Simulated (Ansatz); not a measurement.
# UCCSD(T)/STO-3G run of AlH2O (SMILES [O][AlH2])

What is the energy change on altering one bond length of AlH2O at UCCSD(T)/STO-3G? 

Program for the calculation: Ansatz 0.2.0.

51 further runs of the same task are left out: 1 that didn't finish, 50 set aside as unsound or not needed.

## Step 1: The molecule

AlH2O: 4 atoms, total charge 0, spin state doublet. SMILES: `[O][AlH2]`. The coordinates come from a PBE0-D4/def2-TZVP relaxation.

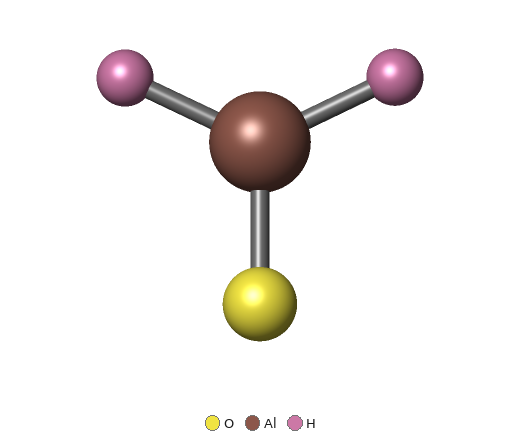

The structure, seen from a chosen angle (oxygen yellow, aluminium brown, hydrogen pink).

## Step 2: The energy at UCCSD(T)/STO-3G

File input.yaml:

```yaml
basis:
  gaussian:
    orbitals: STO-3G
crystal:
  periodic: [false, false, false]
  atoms:
    - {symbol: O, position_ang: [0.062600, -0.856300, 1.401400]}
    - {symbol: Al, position_ang: [0.011300, 0.029900, -0.080400]}
    - {symbol: H, position_ang: [-1.149600, -0.360800, -1.076000]}
    - {symbol: H, position_ang: [1.131100, 1.126800, -0.265300]}
correlation:
  method: ccsd_t
  frozen_orbitals: {Al: 5, H: 0, O: 1}
scf:
  omitted_lower_state_checks: [cluster_reference, increment]
accuracy: high
magnetization:
  spin_polarized: true
  initial_magnetization: 1
```

Started as:

```
$ ansatz run input.yaml --threads 1 --pin off --max-ram 2610MiB --events-out events.jsonl --progress --plain --runs-dir runs
```

The log of the run, cut to the lines that bear on the results:

```text
Warning: RAYON_NUM_THREADS=1 ignored (pool sized by the plan → 1); use --threads N
Functional definition: HF
  name "HF"
[...]
267 factors; integrals over basis functions are off by at most 2.5e-8 eV
[...]
mean field -8544.49184184 eV, -314.0042835231 hartree, gradient 3.3e-8 eV, S^2 0.756200; 6 other end points of the search recorded, 0 dependent functions left out
6 core orbitals not correlated: weight in the atoms' cores, before any rotation towards them, 0.999 or more for the frozen orbitals, at most 0.000 for the correlated occupied ones
reference -8544.49184184 eV, -314.0042835231 hartree; 6, 5 occupied and 4, 5 virtual orbitals, 267 factors
second order -1.26889821 eV of doubles, -0.00000000 eV of singles
cycle   1  -1.55042985 eV  change   -2.8e-1 eV  update   7.0e-2
[...]
cycle  25  -1.80410286 eV  change  -4.9e-10 eV  update   1.0e-9
perturbative correction -0.07232801 eV, -0.0026580054 hartree
Total energy: -8546.36827272 eV, -314.0732410858 hartree
Checks for a lower state left out: cluster_reference, increment
```

Run time: 0.22 s. Hardware: 1 thread of Arm Neoverse V1, shared host.

## Step 3: The distorted shape, same level

File in.yaml:

```yaml
crystal:
  periodic: [false, false, false]
  atoms:
    - {symbol: O, position_ang: [0.352838, -0.758621, 1.650311]}
    - {symbol: Al, position_ang: [0.301538, 0.127579, 0.168511]}
    - {symbol: H, position_ang: [-1.149600, -0.360800, -1.076000]}
    - {symbol: H, position_ang: [1.421338, 1.224479, -0.016389]}
basis:
  gaussian:
    orbitals: STO-3G
accuracy: high
magnetization:
  spin_polarized: true
  initial_magnetization: 1
scf:
  omitted_lower_state_checks: [cluster_reference, increment]
correlation:
  method: ccsd_t
  frozen_orbitals: {Al: 5, H: 0, O: 1}
```

Started as:

```
$ ansatz run in.yaml --threads 1 --pin off --max-ram 2610MiB --events-out events.jsonl --progress --plain --runs-dir runs
```

The log of the run, cut to the lines that bear on the results:

```text
Warning: RAYON_NUM_THREADS=1 ignored (pool sized by the plan → 1); use --threads N
[... 2 set-up lines as earlier in the session ...]
[...]
267 factors; integrals over basis functions are off by at most 2.8e-8 eV
[...]
mean field -8542.62947112 eV, -313.9358426613 hartree, gradient 2.0e-8 eV, S^2 0.765224; 8 other end points of the search recorded, 0 dependent functions left out
6 core orbitals not correlated: weight in the atoms' cores, before any rotation towards them, 0.999 or more for the frozen orbitals, at most 0.000 for the correlated occupied ones
reference -8542.62947112 eV, -313.9358426613 hartree; 6, 5 occupied and 4, 5 virtual orbitals, 267 factors
second order -1.49773738 eV of doubles, -0.00000000 eV of singles
cycle   1  -1.87194346 eV  change   -3.7e-1 eV  update   8.4e-2
[...]
cycle  36  -2.23000217 eV  change  -4.5e-10 eV  update   1.3e-9
perturbative correction -0.08681034 eV, -0.0031902213 hartree
Total energy: -8544.94628363 eV, -314.0209839509 hartree
Checks for a lower state left out: cluster_reference, increment
```

It took 0.32 s on 1 thread of Arm Neoverse V1, shared host.

## Step 4: What came out

Level: UCCSD(T)/STO-3G, 6 core orbitals frozen.

```
                                                          quantity          value
                                         first shape: total energy  -314.07324 Eh
          first shape: correlation energy (6 core orbitals frozen)      -69.0 mEh
                                       first shape: (T) correction      -2.66 mEh
                    first shape: ⟨S²⟩ of the reference determinant          0.756
                                        first shape: T1 diagnostic          0.020
                                     distorted shape: total energy  -314.02098 Eh
      distorted shape: correlation energy (6 core orbitals frozen)      -85.1 mEh
                                   distorted shape: (T) correction      -3.19 mEh
                distorted shape: ⟨S²⟩ of the reference determinant          0.765
                                    distorted shape: T1 diagnostic          0.024
energy change with the Al2–H3 bond stretched from 1.578 to 1.973 Å       1.422 eV
```

**Reading.** With the Al2–H3 bond stretched from 1.578 to 1.973 Å the energy rises by 1.42 eV (137 kJ/mol). The first shape isn't relaxed at this level, so the change isn't measured from a minimum. The minimal basis adds a large error of its own. The triples (first shape) make up 3.9 % of the correlation energy. The triples (distorted shape) make up 3.7 % of the correlation energy.
